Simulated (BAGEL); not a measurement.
# One shape, several levels: AlCl3 (aluminium trichloride (monomer))

We compute a comparison of 3 runs (HF/3-21G, HF/6-31G*, HF/def2-SVPD) of AlCl3 (aluminium trichloride (monomer)). 

Program for the calculation: BAGEL 1.2.2.

### Step 1. The molecule

AlCl3 has 4 atoms, charge 0, and is taken as a singlet. As SMILES, `[Cl][Al]([Cl])[Cl]`. One bond was lengthened or shortened from a relaxed shape.

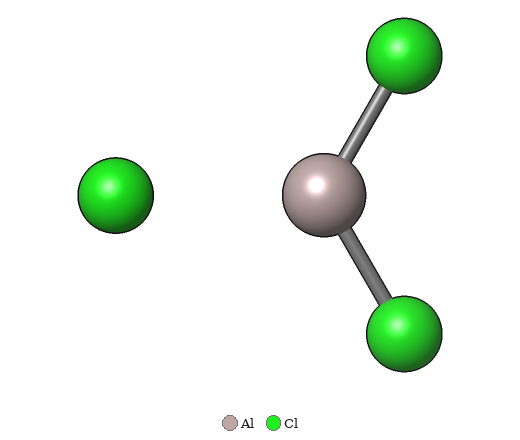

Viewed from a chosen angle; aluminium light grey, chlorine green.

### Step 2. A single-point energy at HF/3-21G (density fitting with qzvpp-jkfit) (run 1)

File hf.json:

```json
{ "bagel": [

{
  "title": "molecule",
  "basis": "3-21g",
  "df_basis": "qzvpp-jkfit",
  "angstrom": true,
  "geometry": [
    { "atom": "Al", "xyz": [   -0.609041,    0.007899,   -0.003481 ] },
    { "atom": "Cl", "xyz": [    2.029580,   -0.026890,    0.012730 ] },
    { "atom": "Cl", "xyz": [   -1.600201,    1.779289,   -0.020701 ] },
    { "atom": "Cl", "xyz": [   -1.647191,   -1.736221,    0.000229 ] }
  ]
},
{ "title": "hf" },
{ "title": "print", "file": "orbitals.molden", "orbitals": true }

]}
```

Started as:

```console
BAGEL_NUM_THREADS=1 BAGEL hf.json > hf.out
```

Log:

```text
* using 1 threads per process

  ===============================================================
  ===============================================================

  *** Geometry ***

  { "atom" : "Al", "xyz" : [     -1.150921,      0.014927,     -0.006578 ] },
  { "atom" : "Cl", "xyz" : [      3.835350,     -0.050815,      0.024056 ] },
  { "atom" : "Cl", "xyz" : [     -3.023942,      3.362369,     -0.039119 ] },
  { "atom" : "Cl", "xyz" : [     -3.112740,     -3.280982,      0.000433 ] },

  Number of auxiliary basis functions:      512

  Since a DF basis is specified, we compute 2- and 3-index integrals:
    o Being stored without compression. Storage requirement is 0.011 GB

  Number of basis functions:       52
  Number of electrons      :       64

    * METHOD: MOLECULE                             0.18

  *** RHF ***

  === Nuclear Repulsion ===
   278.4819340863

      * DIIS with orbital gradients will be used.

  === RHF iteration (3-21g) ===
      0      -1612.56001899          0.01105150           0.05
      1      -1612.63251857          0.00449856           0.05
      2      -1612.64439831          0.00066892           0.05
      3      -1612.64479999          0.00015798           0.05
      4      -1612.64482867          0.00006464           0.05
      5      -1612.64483363          0.00001846           0.05
      6      -1612.64483415          0.00000168           0.05
      7      -1612.64483415          0.00000037           0.05
      8      -1612.64483416          0.00000012           0.05
      9      -1612.64483416          0.00000004           0.05
     10      -1612.64483416          0.00000001           0.05
     11      -1612.64483416          0.00000000           0.05
    * SCF iteration converged.

    * Permanent dipole moment:
           (    0.999542,    -0.012623,     0.005299) a.u.

    * METHOD: HF                                   0.71

    * METHOD: PRINT                                0.01

  ===============================================================
```

It took 1.1 s on 1 thread of Arm Neoverse V1, shared host; peak memory 0.091 GiB.

### Step 3. The energy at HF/6-31G(d) (density fitting with qzvpp-jkfit, spherical functions) (run 2)

File input.json:

```json
{ "bagel": [

{
  "title": "molecule",
  "basis": "6-31gs.json",
  "df_basis": "qzvpp-jkfit",
  "angstrom": true,
  "geometry": [
    { "atom": "Al", "xyz": [      -0.609041,       0.007899,      -0.003481 ] },
    { "atom": "Cl", "xyz": [       2.029580,      -0.026890,       0.012730 ] },
    { "atom": "Cl", "xyz": [      -1.600201,       1.779289,      -0.020701 ] },
    { "atom": "Cl", "xyz": [      -1.647191,      -1.736221,       0.000229 ] }
  ]
},

{ "title": "hf" },

{ "title": "print", "file": "orbitals.molden", "orbitals": true }

]}
```

The basis set 6-31G* is read from a file made from the Basis Set Exchange's data (not shown).

Started as:

```console
BAGEL_NUM_THREADS=1 BAGEL input.json > input.out
```

Log:

```text
* using 1 threads per process

  ===============================================================
  ===============================================================

  *** Geometry ***

  { "atom" : "Al", "xyz" : [     -1.150921,      0.014927,     -0.006578 ] },
  { "atom" : "Cl", "xyz" : [      3.835350,     -0.050815,      0.024056 ] },
  { "atom" : "Cl", "xyz" : [     -3.023942,      3.362369,     -0.039119 ] },
  { "atom" : "Cl", "xyz" : [     -3.112740,     -3.280982,      0.000433 ] },

  Number of auxiliary basis functions:      512

  Since a DF basis is specified, we compute 2- and 3-index integrals:
    o Being stored without compression. Storage requirement is 0.021 GB

  Number of basis functions:       72
  Number of electrons      :       64

    * METHOD: MOLECULE                             0.25

  *** RHF ***

  === Nuclear Repulsion ===
   278.4819340863

      * DIIS with orbital gradients will be used.

  === RHF iteration (6-31gs.json) ===
      0      -1620.43325720          0.00897146           0.08
      1      -1620.50118168          0.00425988           0.07
      2      -1620.51539267          0.00072560           0.07
      3      -1620.51602109          0.00013594           0.07
      4      -1620.51605163          0.00004217           0.07
      5      -1620.51605533          0.00001282           0.07
      6      -1620.51605570          0.00000310           0.07
      7      -1620.51605571          0.00000089           0.07
      8      -1620.51605571          0.00000023           0.07
      9      -1620.51605571          0.00000004           0.07
     10      -1620.51605571          0.00000001           0.07
     11      -1620.51605571          0.00000000           0.07
    * SCF iteration converged.

    * Permanent dipole moment:
           (    1.242326,    -0.015802,     0.006956) a.u.

    * METHOD: HF                                   1.01

    * METHOD: PRINT                                0.01

  ===============================================================
```

Wall time 1.4 s (1 thread of Arm Neoverse V1, shared host); peak memory 0.11 GiB.

### Step 4. A single-point energy at HF/def2-SVPD (density fitting with qzvpp-jkfit) (run 3)

File job.json:

```json
{ "bagel": [

{
  "title": "molecule",
  "basis": "def2-svpd.json",
  "df_basis": "qzvpp-jkfit",
  "angstrom": true,
  "geometry": [
    { "atom": "Al", "xyz": [      -0.609041,       0.007899,      -0.003481 ] },
    { "atom": "Cl", "xyz": [       2.029580,      -0.026890,       0.012730 ] },
    { "atom": "Cl", "xyz": [      -1.600201,       1.779289,      -0.020701 ] },
    { "atom": "Cl", "xyz": [      -1.647191,      -1.736221,       0.000229 ] }
  ]
},

{
  "title": "hf"
},

{
  "title": "print",
  "file": "orbitals.molden",
  "orbitals": true
}

]}
```

The basis set def2-SVPD is read from a file made from the Basis Set Exchange's data (not shown).

Started as:

```console
BAGEL_NUM_THREADS=1 BAGEL job.json > job.out
```

Log:

```text
* using 1 threads per process

  ===============================================================
  ===============================================================

  *** Geometry ***

  { "atom" : "Al", "xyz" : [     -1.150921,      0.014927,     -0.006578 ] },
  { "atom" : "Cl", "xyz" : [      3.835350,     -0.050815,      0.024056 ] },
  { "atom" : "Cl", "xyz" : [     -3.023942,      3.362369,     -0.039119 ] },
  { "atom" : "Cl", "xyz" : [     -3.112740,     -3.280982,      0.000433 ] },

  Number of auxiliary basis functions:      512

  Since a DF basis is specified, we compute 2- and 3-index integrals:
    o Being stored without compression. Storage requirement is 0.045 GB

  Number of basis functions:      105
  Number of electrons      :       64

    * METHOD: MOLECULE                             0.26

  *** RHF ***

  === Nuclear Repulsion ===
   278.4819340863

      * DIIS with orbital gradients will be used.

  === RHF iteration (def2-svpd.json) ===
      0      -1619.99068716          0.00940554           0.12
      1      -1620.08043168          0.00507997           0.11
      2      -1620.10249996          0.00078145           0.11
      3      -1620.10333804          0.00016309           0.11
      4      -1620.10337878          0.00004582           0.11
      5      -1620.10338360          0.00001304           0.11
      6      -1620.10338402          0.00000320           0.11
      7      -1620.10338404          0.00000094           0.11
      8      -1620.10338404          0.00000029           0.12
      9      -1620.10338404          0.00000007           0.12
     10      -1620.10338404          0.00000002           0.12
     11      -1620.10338404          0.00000001           0.12
    * SCF iteration converged.

    * Permanent dipole moment:
           (    1.215109,    -0.015501,     0.006879) a.u.

    * METHOD: HF                                   1.58

    * METHOD: PRINT                                0.03

  ===============================================================
```

Run time: 2 s. Hardware: 1 thread of Arm Neoverse V1, shared host; peak memory 0.16 GiB.

### Step 5. All runs side by side

```
run                                                              level   energy (Eh)  dipole moment (D)  HOMO energy (eV)  LUMO energy (eV)  wall time
  1                        HF/3-21G (density fitting with qzvpp-jkfit)  -1612.644834               2.54            -12.13             -0.38      1.1 s
  2  HF/6-31G* (density fitting with qzvpp-jkfit, spherical functions)  -1620.516056               3.16            -11.81              0.24      1.4 s
  3                    HF/def2-SVPD (density fitting with qzvpp-jkfit)  -1620.103384               3.09            -11.81              0.06        2 s
```

### Step 6. What came out

```
            quantity           value
 run 3: total energy  -1620.10338 Eh
run 3: dipole moment          3.09 D
  run 3: HOMO energy       -11.81 eV
  run 3: LUMO energy         0.06 eV
run 3: HOMO–LUMO gap        11.87 eV
```

The dipole moment (its size) runs from 2.54 D (HF/3-21G) to 3.16 D (HF/6-31G*). The HOMO–LUMO gap runs from 11.74 eV (HF/3-21G) to 12.05 eV (HF/6-31G*). All runs together took 4.5 s, the longest 2 s.
